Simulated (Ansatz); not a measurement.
The starting structures come from a database of crystals and need not be the phases stable at ambient conditions.

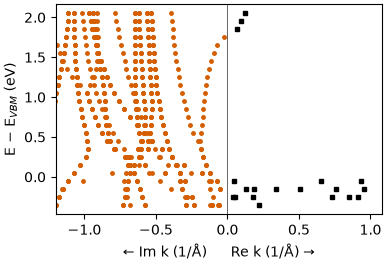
*Complex bands at the centre of the two-dimensional zone; r2SCAN run with Ansatz (a quantum-chemistry and plane-wave program)*

The gap is the functional's own. No spin-orbit coupling. Mid-gap values are interpolated on the energy grid.

### Question
This is In2O3 (R-3c, corundum, not sure to be the ambient phase, 10 atoms a cell, 12.8 Å³ an atom) along the normal of (110). Read off the slowest decay at the centre of the two-dimensional zone at 0.85 eV, the computed energy nearest the middle of the gap.

### Answer
κ ≈ 0.17 1/Å, a decay length 1/(2κ) of the density of 2.9 Å.
